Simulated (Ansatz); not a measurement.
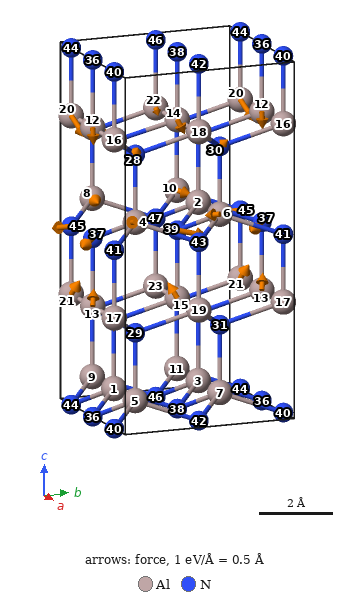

Starting geometry of a defect cell of composition Al23N24 (cell charge −1) with the computed forces as orange arrows. The picture is a ball-and-stick view of the cell of the calculation (origin shifted), seen slightly off an axis.

All numbers below come from Ansatz 0.2.0, DFT, PBE, plane-wave PAW, default files, scalar-relativistic. Set-up: plane-wave cutoff 420 eV; k-point mesh 3 × 4 × 2; occupations fermi dirac; smearing width 0.01 eV; collinear spin; atoms relaxed in a fixed cell; force threshold 0.03 eV/Å; at most 40 steps.

**What follows when this structure is relaxed?**

It isn't relaxed: the largest force vector, on an N atom, is 2.27 eV/Å. The final displacements follow the starting forces only in part (cosine between the two patterns 0.73). After 4 geometry steps the energy has fallen by 0.777 eV per cell of the calculation. Largest force component: 1.7 eV/Å at the start, 0.0086 eV/Å at the end. An N atom moves most: 0.20 Å roughly along [1 3 0]. Largest moves by element: N 0.20 Å, Al 0.04 Å. The cell doesn't change. Among the contacts that change: Al–N 1.965 → 1.833 Å, Al–N 1.894 → 1.843 Å, Al–N 1.893 → 1.927 Å, Al–N 1.893 → 1.862 Å. Among the angles between lasting bonds that change: N–Al–N 110.5° → 97.7°, Al–N–Al 110.5° → 117.4°, Al–N–Al 109.3° → 115.8°. The run took 5.4 min on 4 threads of Arm Neoverse V1 (shared host), peak memory 2.8 GiB.

Limits of the set-up: the periodic images lie only 6.2 Å apart, so the values are limited by the cell's size; the cell is charged, on a uniform background, and energies carry no finite-size correction.
